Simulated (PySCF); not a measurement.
## Run report: Si₃NH₉O, NMR shielding calculation

System: Si₃NH₉O, SMILES [SiH3]ON([SiH3])[SiH3].
Method: GIAO PBE0/pcSseg-1 NMR shielding, non-relativistic, gas phase (PySCF 2.14.0).

The geometry comes from this level: PBE0-D3(BJ)/def2-SVP. Figures and captions count atoms from 1; the log counts them from 0 in places.

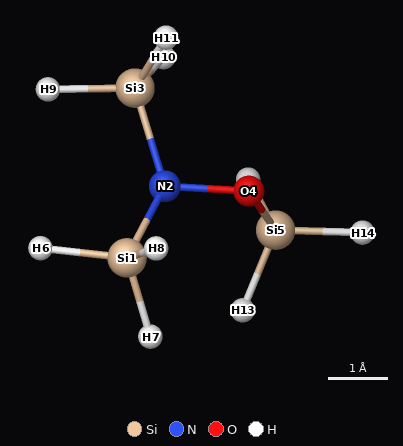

**Figure 1.** The input geometry (ball-and-stick view, seen at a tilt; atoms are numbered from 1 in the order of the input). Bond lengths as drawn: H–Si 1.49 Å, N–O 1.44 Å, N–Si 1.76 Å and O–Si 1.70 Å.

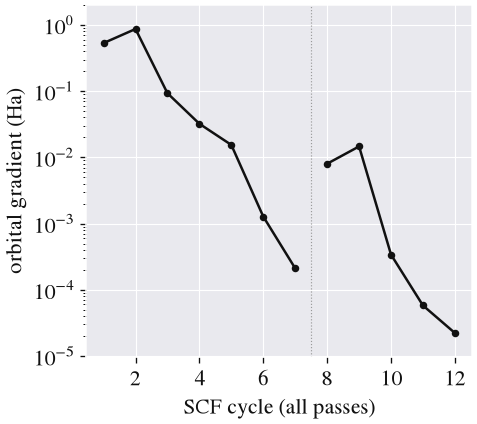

**Figure 2.** Convergence of the self-consistent field: orbital gradient against the SCF cycle. The dotted line marks the change from a coarse to the final integration grid. The first 7 cycles use a coarse grid, the final grid takes over at cycle 8, and the field converges after 12 cycles in all.

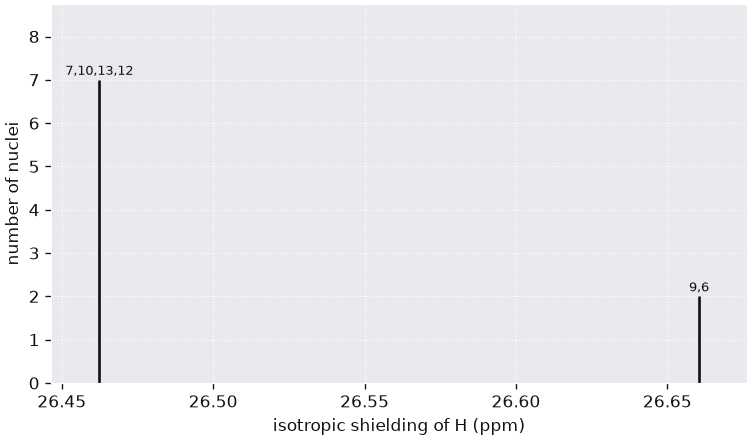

**Figure 3.** Isotropic shieldings of the hydrogen nuclei in this fixed geometry, labelled by atom number; shielding grows to the right, so chemical shift grows to the left. The least shielded is H7 (26.4 ppm), the most shielded H6 (26.7 ppm).

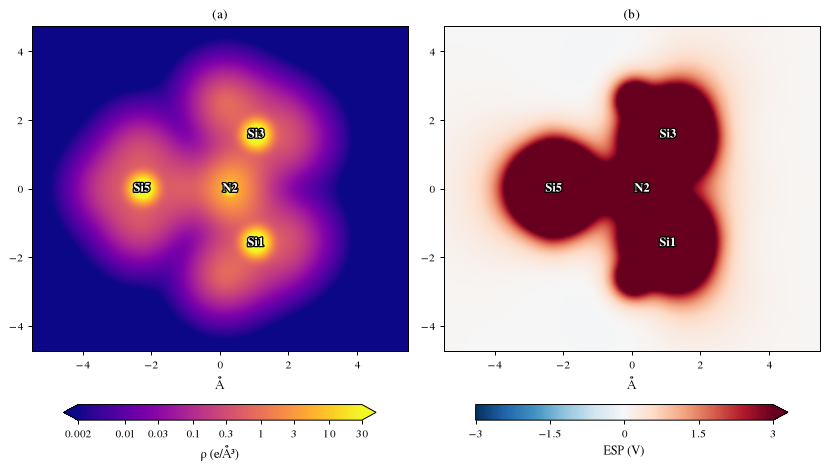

**Figure 4.** (a) electron density; (b) electrostatic potential on the plane of atoms Si1, N2 and Si3. Atoms in the plane: Si and N. Si–N (1.76 Å): ρ is about 1 e/Å³ halfway. The potential has no marked negative region in this plane.

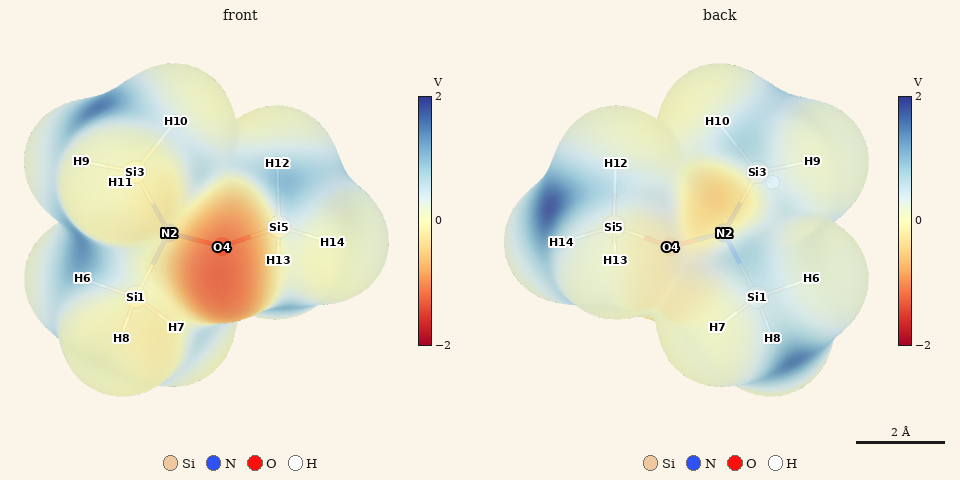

**Figure 5.** The electrostatic potential painted on the density surface at 0.002 e/bohr³, seen at a tilt and from behind; red is negative and blue positive. Its dipole moment is 0.81 D.

The input and output of the run follow.

## Input file
```
{"job": {"kind": "nmr", "xc": "PBE0", "basis": "pcSseg-1"}, "charge": 0, "multiplicity": 1}
Si    -0.679732     1.428201     1.134811
N     -0.215240     0.267609    -0.106587
Si    -0.656044     0.276686    -1.812353
O      1.176528    -0.081441     0.040167
Si     1.271218    -1.659966     0.660961
H     -2.124824     1.714872     0.901938
H     -0.468380     0.811619     2.475701
H      0.110990     2.694205     1.058583
H     -2.102759     0.637103    -1.856275
H     -0.428637    -1.084535    -2.376192
H      0.140523     1.263896    -2.602674
H      0.622423    -2.623567    -0.273461
H      0.615166    -1.730554     1.997861
H      2.731618    -1.929190     0.771936
```

The first line tells a small driver script what to run in PySCF; the rest is the geometry in Å.

Command:
```bash
OMP_NUM_THREADS=1 python <driver script> task.json out
```

## What the program printed
```
coarse grid: 12600 points
cycle   1  E = -1003.1927153669  dE =  2.790e-02  |g| = 5.320e-01  |ddm| = 3.319e+00
cycle   2  E = -1003.1026453210  dE =  9.007e-02  |g| = 8.682e-01  |ddm| = 1.106e+00
cycle   3  E = -1003.2438452669  dE = -1.412e-01  |g| = 9.305e-02  |ddm| = 7.672e-01
cycle   4  E = -1003.2452222136  dE = -1.377e-03  |g| = 3.215e-02  |ddm| = 7.574e-02
cycle   5  E = -1003.2453801894  dE = -1.580e-04  |g| = 1.541e-02  |ddm| = 3.448e-02
cycle   6  E = -1003.2454307316  dE = -5.054e-05  |g| = 1.276e-03  |ddm| = 1.435e-02
cycle   7  E = -1003.2454311631  dE = -4.316e-07  |g| = 2.108e-04  |ddm| = 1.827e-03
final grid: 106328 points
cycle   8  E = -1003.2805817655  dE = -6.751e-06  |g| = 8.012e-03  |ddm| = 1.353e-02
cycle   9  E = -1003.2805546781  dE =  2.709e-05  |g| = 1.462e-02  |ddm| = 1.327e-02
cycle  10  E = -1003.2805927898  dE = -3.811e-05  |g| = 3.392e-04  |ddm| = 8.895e-03
cycle  11  E = -1003.2805928143  dE = -2.454e-08  |g| = 5.792e-05  |ddm| = 4.097e-04
cycle  12  E = -1003.2805928152  dE = -9.218e-10  |g| = 2.224e-05  |ddm| = 9.935e-05
converged SCF energy = -1003.2805928152

GIAO shielding tensors (ppm)
atom      isotropic    diamagn.    paramagn.     s11        s22        s33       span
  0 Si     401.095     879.342    -478.247    350.592    384.853    467.839    117.247
  1 N      143.718     322.344    -178.627     33.021     95.092    303.039    270.018
  2 Si     401.018     879.342    -478.324    350.596    384.692    467.767    117.171
  3 O      264.951     391.991    -127.040    187.340    239.483    368.031    180.692
  4 Si     380.189     879.058    -498.869    331.266    348.130    461.172    129.905
  5 H       26.661      29.067      -2.406     23.299     25.294     31.391      8.092
  6 H       26.421      29.297      -2.876     22.495     25.940     30.828      8.333
  7 H       26.491      28.502      -2.011     23.033     24.722     31.718      8.685
  8 H       26.660      29.066      -2.407     23.297     25.291     31.390      8.093
  9 H       26.426      29.295      -2.869     22.503     25.941     30.835      8.332
 10 H       26.491      28.502      -2.011     23.034     24.724     31.717      8.683
 11 H       26.448      29.477      -3.029     22.756     25.901     30.687      7.931
 12 H       26.444      29.476      -3.032     22.745     25.899     30.688      7.943
 13 H       26.515      28.543      -2.028     23.329     24.328     31.888      8.558
```

## Key numbers

```tsv
quantity	value
outcome	converged
total energy	−1003.280593 hartree
HOMO	−7.20 eV
LUMO	−0.16 eV
dipole moment	0.81 D
isotropic shielding, Si	380.2 to 401.1 ppm
isotropic shielding, N	143.7 ppm
isotropic shielding, O	265.0 ppm
isotropic shielding, H	26.4 to 26.7 ppm
hardware	1 CPU thread, shared host
wall time	24 s
peak memory	0.85 GiB
```
